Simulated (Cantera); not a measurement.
Charge: 1 mol BN, 1.2 mol O2, 5.2 mol N2, held at 218 Torr.

Method: chemical equilibrium by Gibbs-energy minimisation in Cantera with the NASA 1993 tables (ideal gas, pure condensed phases). Candidate condensed phases: B, BN, B2O3; 17 gas species. Kinetics and transport are ignored.

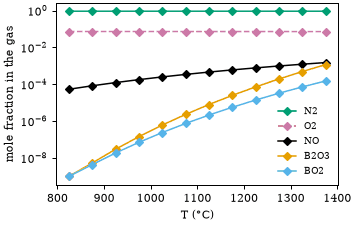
Figure: Equilibrium gas composition (values under 1e-9 drawn at 1e-9)

From 825 °C to 1375 °C the condensed part is B2O3(l).
